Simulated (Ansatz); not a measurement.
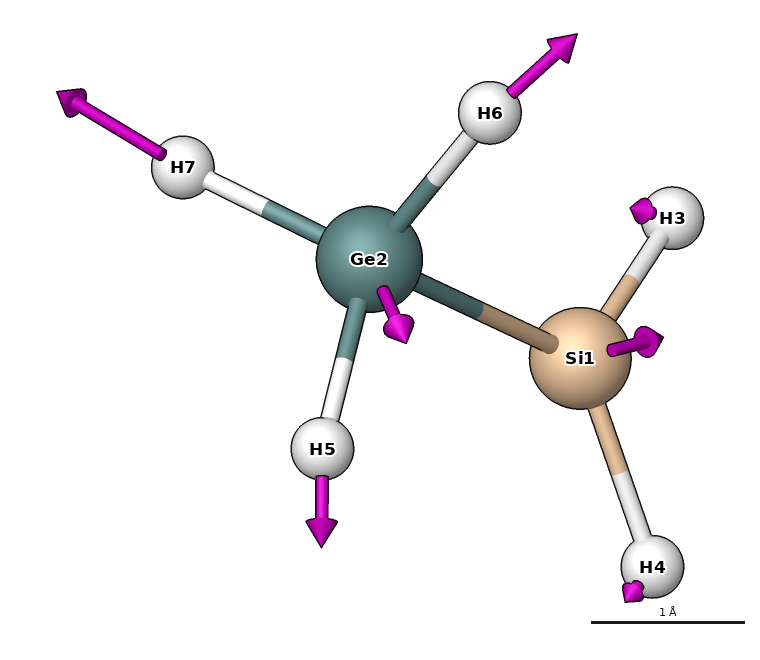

Arrows show the forces on the atoms, 0.8 Å of arrow for 1 eV/Å; forces under a tenth of the largest aren't drawn. The species has charge +1 and is a spin singlet. Level of theory: PBE0-D4/def2-TZVPP (Ansatz 0.2.0).

Q: On which atom is the force largest, and how large is it?

A: On H7: 1.23 eV/Å.

Q: Which bond do the forces act along most?

A: Ge2–H7, now 1.468 Å: the forces push its atoms apart, so a first step downhill lengthens it.

List the force components in the frame of the picture (x right, y up, z towards the viewer), in eV/Å.

```csv
atom,Fx,Fy,Fz
Si1,0.43,0.11,−0.47
Ge2,0.19,−0.44,0.49
H3,−0.19,0.05,0.19
H4,−0.11,−0.15,0.14
H5,−0.01,−0.59,0.15
H6,0.55,0.50,0.18
H7,−0.87,0.52,−0.68
```
